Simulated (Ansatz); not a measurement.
# Sn: response to strain

Sn is deformed so: equal xx and yy strain of +1 %. What stress and forces result, by LAPW, PAW and all-electron datasets made for the crystal?

Method: DFT PBEsol, scalar-relativistic, in Ansatz 0.2.0.

## (1) The structure to begin with

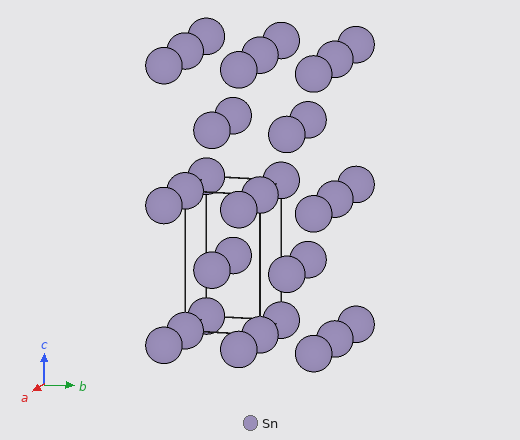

The starting structure, seen slightly off an axis (tin purple). 2×2×2 cells are drawn. Atoms on the faces are drawn again on the opposite ones. The cell drawn here is the conventional one.

Coordinates:

```xyz
1
Lattice="-1.5908 1.5908 2.9156 1.5908 -1.5908 2.9156 1.5908 1.5908 -2.9156" Properties=species:S:1:pos:R:3 pbc="T T T"
Sn    0.0000    0.0000    0.0000
```

## (2) After the deformation

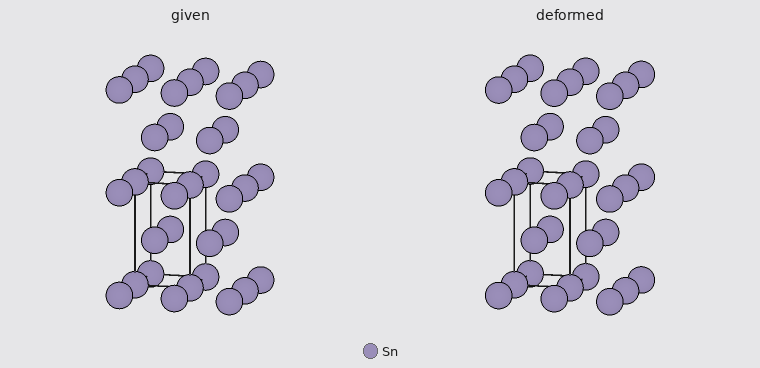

Given and deformed, at one scale.

Space group I4/mmm before, I4/mmm after.

## (3) LAPW, all electrons

File input.yaml:

```yaml
crystal:
  lattice:
    - [-1.6066575, 1.6066575, 2.91565]
    - [1.6066575, -1.6066575, 2.91565]
    - [1.6066575, 1.6066575, -2.91565]
  atoms:
    - { symbol: Sn, position: [0.0, 0.0, 0.0] }
kpoints:
  mp_grid: { grid: [15, 15, 18] }
  band_path:
    path:
      - [0.0, 0.0, 0.0]
      - [0.0, 0.0, 0.5]
      - [0.25, 0.25, 0.25]
      - [0.0, 0.5, 0.0]
      - [0.0, 0.0, 0.0]
      - [0.5, 0.5, -0.5]
      - [0.3259129453, 0.6740870547, -0.3259129453]
      - [-0.3259129453, 0.3259129453, 0.3259129453]
      - [0.0, 0.0, 0.0]
    npoints: 5
scf:
  occupations: { method: fermi_dirac, width: 0.08 }
hamiltonian:
  xc: pbesol
  pseudopotentials: { kind: all_electron, lapw: { basis_error: 0.00025 } }
output:
  forces: true
  stress: true
  eigenvalues: true
```

Started as:

```console
ansatz run input.yaml --threads 1 --pin off --max-ram 3072MiB --backend cpu --events-out ev --progress --plain --runs-dir out
```

The log of the run (excerpt; [...] marks lines left out):

```text
Warning: crystal.symmetry: narrowed to the stabiliser of the k-point mesh — unitary ops 16 → 4; excluded 12 operations that carry a point of the 15×15×18 mesh (shift [0, 0, 0]) off the mesh (the run samples exactly the mesh kpoints.mp_grid names, as under crystal.symmetry.detect: false, [...]
LAPW: plane waves up to 7.447 Å⁻¹, error target 2.5e-4 eV per atom; small_component_spin mean_spin; Sn in spheres of 1.607 Å, 22 of its electrons in bands, Dirac shells []
[...]
Pseudopotentials: kind: all_electron
Pseudopotential: Sn, LAPW, valence charge 22, Koelling and Harmon's equation, gaussian nucleus
Functional definition: PBEsol
[...]
Crystal: 1 atoms, lattice volume = 30.105 Å³
Basis set: ecut = 211.31505695679192 eV, 203 PW (Γ), FFT grids on a1+a3, a2+a3, a3, exchange–correlation at level 2
Bands: 15, of which v1, the nominal top of the filled ones, is band 11 counted from 1 (10 counted from 0)
Symmetry: 4 space group operations
k-points: 1088 of 4050
[...]
SCF iter   1: F=—  HF=-168014.934910 eV  |F-HF|=—  |Δ(HF+E_count)|=         —  Δρ=6.99e-3  dr2=1.34e-2  ethr=6.05e-5  ⟨swp⟩=3.2  Hψ=115199  notcnv=0
[...]
the basis was enlarged: its passes take 112.6 KiB over the memory plan, 1 of 1 planned eigensolver slots
[...]
SCF iter   8: F=-168014.919064 eV  HF=-168014.919064 eV  |F-HF|=2.82e-9  |Δ(HF+E_count)|=   2.42e-9  Δρ=5.07e-6  dr2=7.47e-9  ethr=8.04e-10  ⟨swp⟩=2.0  Hψ=47047  notcnv=0
[...]
NSCF: frozen V_eff on 41 k-points
SCF converged after 8 iterations
Free energy (F): -168014.919064 eV
[...]
E sigma→0 (E₀):  -168014.912189 eV
Entropy (-TS):   -0.013749 eV (-13.749 meV/atom)
Fermi energy:    11.927930 eV
[...]
--- Forces (eV/Å), atoms counted from 1 ---
  atom   1  Sn    -0.00000000     0.00000000     0.00000000
[...]
--- Stress (GPa, compression-positive) ---
       -4.126887       0.050610       0.001282
        0.050610      -4.126887       0.001282
        0.001282       0.001282      -6.132463
  P = ⅓ Tr σ = -4.7954 GPa (-47.954 kbar)
--- Band table (eV; the first three rows and the last of 1088) ---
  k-point 0: bands = ["-117.3264", "-73.1753", "-73.1460", "-73.1459", "-9.6077", "-9.5289", "-9.4534", "-9.4533", "-9.3746", "1.4706", "17.6754", "19.0110", "19.0112", "22.5730", "22.8372"]
[...]
```

It took 69 s on 1 thread of Intel Xeon Platinum 8488C (Sapphire Rapids), shared host; peak memory 1.1 GiB.

This run gives: pressure -4.80 GPa; no gap.

## (4) PAW with frozen cores

File input.yaml:

```yaml
crystal:
  lattice:
    - [-1.6066575, 1.6066575, 2.91565]
    - [1.6066575, -1.6066575, 2.91565]
    - [1.6066575, 1.6066575, -2.91565]
  atoms:
    - { symbol: Sn, position: [0.0, 0.0, 0.0] }
kpoints:
  mp_grid: { grid: [15, 15, 18] }
scf:
  occupations: { method: fermi_dirac, width: 0.08 }
hamiltonian:
  xc: pbesol
  pseudopotentials: { kind: paw }
output:
  forces: true
  stress: true
  eigenvalues: true
  efg: { contact_densities: true }
```

Started as:

```console
ansatz run input.yaml --threads 1 --pin off --max-ram 3072MiB --backend cpu --events-out ev --progress --plain --runs-dir out
```

The log of the run (excerpt; [...] marks lines left out):

```text
Warning: crystal.symmetry: narrowed to the stabiliser of the k-point mesh — unitary ops 16 → 4; excluded 12 operations that carry a point of the 15×15×18 mesh (shift [0, 0, 0]) off the mesh (the run samples exactly the mesh kpoints.mp_grid names, as under crystal.symmetry.detect: false, [...]
Sn: output.efg is read without spin–orbit coupling, which moves field gradients at and beside such atoms by some per cent and up to a factor of two; PAW files take it under magnetization.noncollinear and magnetization.spin_orbit
[...]
Pseudopotentials: kind: paw
Pseudopotential: Sn, paw, valence charge 14, recommended cutoff 420 eV (normal)
[... 1 set-up line as earlier in the session ...]
[...]
Crystal: 1 atoms, lattice volume = 30.105 Å³
Basis set: ecut = 420 eV, 581 PW (Γ), exchange–correlation on 50×50×50 points (8 copies of the dense FFT grid, shifted against one another)
Bands: 11, of which v1, the nominal top of the filled ones, is band 7 counted from 1 (6 counted from 0)
[... 1 set-up line as earlier in the session ...]
k-points: 1088 of 4050
[...]
SCF iter   6: F=-5949.671148 eV  HF=-5949.671148 eV  |F-HF|=5.95e-8  |Δ(HF+E_count)|=   8.13e-7  Δρ=1.19e-5  dr2=5.23e-8  ethr=7.14e-10  ⟨swp⟩=3.9  Hψ=54959  notcnv=0
[...]
SCF converged after 6 iterations
Free energy (F): -5949.671148 eV
[...]
E sigma→0 (E₀):  -5949.664273 eV
Entropy (-TS):   -0.013750 eV (-13.750 meV/atom)
Fermi energy:    9.274971 eV
[...]
--- Forces (eV/Å), atoms counted from 1 ---
  atom   1  Sn     0.00000000    -0.00000000     0.00000000
[...]
--- Stress (GPa, compression-positive) ---
       -4.128715       0.050408       0.001305
        0.050408      -4.128715       0.001305
        0.001305       0.001305      -6.136779
  P = ⅓ Tr σ = -4.7981 GPa (-47.981 kbar)
--- PAW observables at the nuclei: V_zz in 10²¹ V/m², potentials from the cell's mean, atoms counted from 1 ---
  atom   1  Sn V_zz =    +8.083632   η = 0.0027   by run symmetry: allowed
            electrostatic potential = -8172.589788 V   contact ρ = 1234652.891475 e/Å³
--- Band table (eV; the first three rows and the last of 1088) ---
  k-point 0: bands = ["-12.2616", "-12.1872", "-12.1106", "-12.1104", "-12.0286", "-1.1825", "15.0217", "16.3595", "16.3596", "19.9204", "20.1850"]
[...]
```

Run time: 14 s. Hardware: 1 thread of Intel Xeon Platinum 8488C (Sapphire Rapids), shared host; peak memory 0.67 GiB.

Read from it: pressure -4.80 GPa; no gap; Vzz Sn 8.1 (10²¹ V/m²).

## (5) All-electron PAW on datasets made for the crystal

Edit input.yaml of step 4 so:

```diff
@@ -13,3 +13,3 @@
   xc: pbesol
-  pseudopotentials: { kind: paw }
+  pseudopotentials: { kind: all_electron, datasets: crystal }
 output:
```

Started as:

```console
ansatz run input.yaml --threads 1 --pin off --max-ram 3072MiB --backend cpu --events-out ev --progress --plain --runs-dir out
```

The log of the run (excerpt; [...] marks lines left out):

```text
Warning: crystal.symmetry: narrowed to the stabiliser of the k-point mesh — unitary ops 16 → 4; excluded 12 operations that carry a point of the 15×15×18 mesh (shift [0, 0, 0]) off the mesh (the run samples exactly the mesh kpoints.mp_grid names, as under crystal.symmetry.detect: false, [...]
Sn: output.efg is read without spin–orbit coupling, which moves field gradients at and beside such atoms by some per cent and up to a factor of two; PAW files take it under magnetization.noncollinear and magnetization.spin_orbit
[...]
[... 1 set-up line as earlier in the session ...]
Pseudopotential: Sn, paw, valence charge 14, recommended cutoff 240 eV (normal), Koelling and Harmon's equation, gaussian nucleus
[... 1 set-up line as earlier in the session ...]
[...]
Crystal: 1 atoms, lattice volume = 30.105 Å³
Basis set: ecut = 240 eV, 255 PW (Γ), exchange–correlation on 40×40×40 points (8 copies of the dense FFT grid, shifted against one another)
Bands: 11, of which v1, the nominal top of the filled ones, is band 7 counted from 1 (6 counted from 0)
[...]
Past the cutoffs: a stress includes 0.0025 GPa for waves and charges beyond them, in addition to the slope of what the spheres take
In the spheres:  the bands' charges fall short by 8.0e-7 e at most (sound up to 1e-3)
Fermi energy:    11.927957 eV
[...]
  The terms above E_closure are by the made datasets' own strengths, without shells solved beside the bands.
--- Forces (eV/Å), atoms counted from 1 ---
  atom   1  Sn    -0.00000000     0.00000000     0.00000000
[...]
--- Stress (GPa, compression-positive) ---
       -4.126559       0.050619       0.001281
        0.050619      -4.126559       0.001281
        0.001281       0.001281      -6.132437
  P = ⅓ Tr σ = -4.7952 GPa (-47.952 kbar)
--- PAW observables at the nuclei: V_zz in 10²¹ V/m², potentials from the cell's mean, atoms counted from 1 ---
  atom   1  Sn V_zz =    +8.254772   η = 0.0026   by run symmetry: allowed
            electrostatic potential = -8170.674894 V   contact ρ = 1234552.887430 e/Å³
--- Band table (eV; the first three rows and the last of 1088) ---
  k-point 0: bands = ["-9.6077", "-9.5287", "-9.4532", "-9.4531", "-9.3746", "1.4706", "17.6755", "19.0111", "19.0112", "22.5730"]
[...]
```

It took 61 s on 1 thread of Intel Xeon Platinum 8488C (Sapphire Rapids), shared host; peak memory 0.92 GiB.

In short: pressure -4.80 GPa; no gap; Vzz Sn 8.3 (10²¹ V/m²).

## (6) Stress and forces compared

Stress (GPa, compression positive):

```tsv
method	xx	yy	zz	yz	xz	xy
LAPW	-4.13	-4.13	-6.13	0.00	0.00	0.05
PAW	-4.13	-4.13	-6.14	0.00	0.00	0.05
crystal datasets	-4.13	-4.13	-6.13	0.00	0.00	0.05
```

| method | pressure (GPa) | Vzz Sn (10²¹ V/m²) | SCF cycles, all passes |
| --- | --- | --- | --- |
| LAPW | -4.80 | – | 8 |
| PAW | -4.80 | 8.08 | 6 |
| crystal datasets | -4.80 | 8.25 | 8 |

## (7) Outcome

| quantity | value |
| --- | --- |
| pressure | LAPW -4.80, PAW -4.80, crystal datasets -4.80 GPa |
| largest shear or deviatoric stress (LAPW) | 1.34 GPa |

The largest part of the stress beyond the pressure is 1.34 GPa in size, in the zz component. No run of the undeformed cell stands beside it, so the pressure holds what the given cell had before the change. PAW: stress within 0.01 GPa of LAPW. Crystal datasets: stress within 0.01 GPa of LAPW. The k mesh doesn't keep the crystal's whole symmetry, which leaves small spurious terms.
